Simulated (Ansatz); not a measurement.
| atom | x (Å) | y (Å) | z (Å) |
| --- | --- | --- | --- |
| N | 0.9510 | -0.9488 | 0.8837 |
| C | -0.0762 | -0.3133 | 0.5487 |
| Cl | -1.5620 | -0.3037 | 1.5290 |
| Al | -0.0137 | 0.7028 | -1.1384 |
| F | -1.3957 | 1.4453 | -1.6271 |
| H | 0.8711 | -1.4648 | 1.7628 |
| H | 1.2867 | 0.8144 | -2.0044 |

Geometry: PBE0-D4/def2-TZVP.

Method: RKS PBE0-D4/def2-TZVPP (Ansatz 0.2.0).

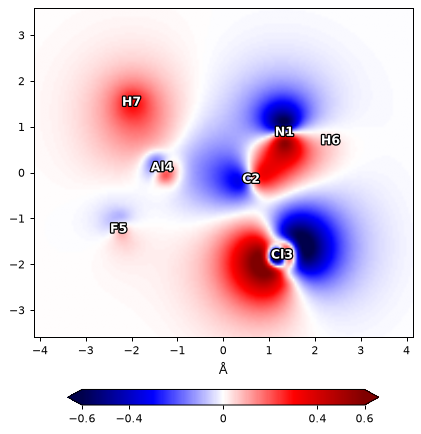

CH2AlClFN (SMILES N=[C](Cl)[AlH][F]). The HOMO−1 on the molecular plane (values in Å⁻³ᐟ²; the overall sign is arbitrary).

Q: Where does this orbital lie, and at what energy?

A: By Hirshfeld shares it lies mainly on Cl3 (about 65 %), N1 (about 15 %) and C2 (about 10 %). Its energy is −8.86 eV.
